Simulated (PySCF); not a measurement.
Input

```
{"job": {"kind": "epr", "basis": "pcH-1"}, "charge": 0, "multiplicity": 2}
C     -1.766360     1.074164     0.257480
C     -1.928757    -0.391153     0.303815
C     -1.462082    -1.282367    -0.773389
C     -0.081262    -1.408804    -0.162420
O      0.269432    -2.221443     0.646963
O      0.749262    -0.414963    -0.657907
C      1.710321     0.162124     0.127697
C      2.731282     0.844910    -0.735866
O      1.684435     0.148852     1.319894
H     -1.042770     1.415709     1.004821
H     -1.439432     1.409157    -0.724231
H     -2.712032     1.563317     0.503316
H     -2.259869    -0.841285     1.224759
H     -1.423710    -0.810363    -1.752060
H     -1.962791    -2.246926    -0.795456
H      3.253849     0.095155    -1.325841
H      2.233895     1.527401    -1.420645
H      3.437830     1.382833    -0.111624
```

Launched as:

```sh
OMP_NUM_THREADS=1 python probes_run.py task.json out
```

Geometry: GFN2-xTB.

Level of theory: PySCF, UKS B3LYP, pcH-1 on C H O, non-relativistic, mean-field spin-orbit, GIAO.

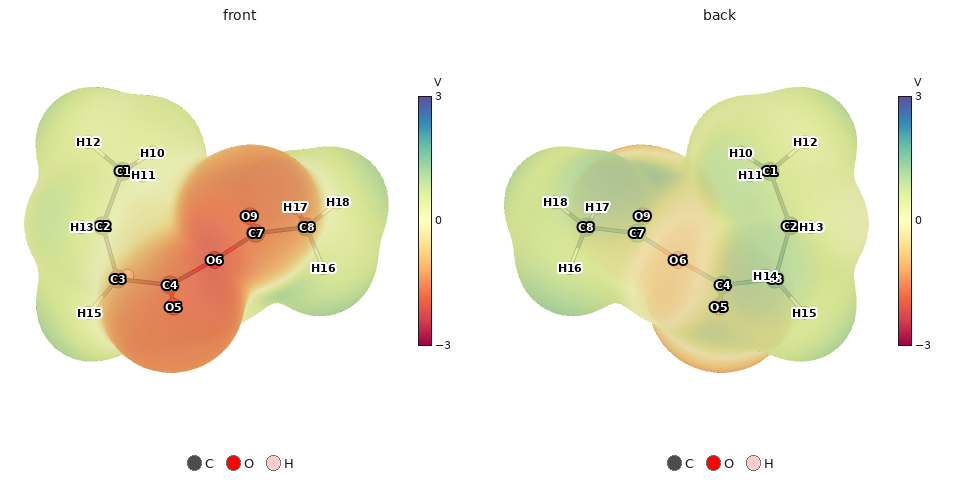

C₆H₉O₃ (doublet). The electrostatic potential painted on the density surface at 0.002 e/bohr³, seen from the front and from behind; the colour scale runs from red (negative) to blue (positive).

Q: Where is the surface potential most negative and most positive?

A: The most negative region (about −2.0 V) lies over O5 and O9, the most positive (about +1.2 V) over C7, H14 and H17.
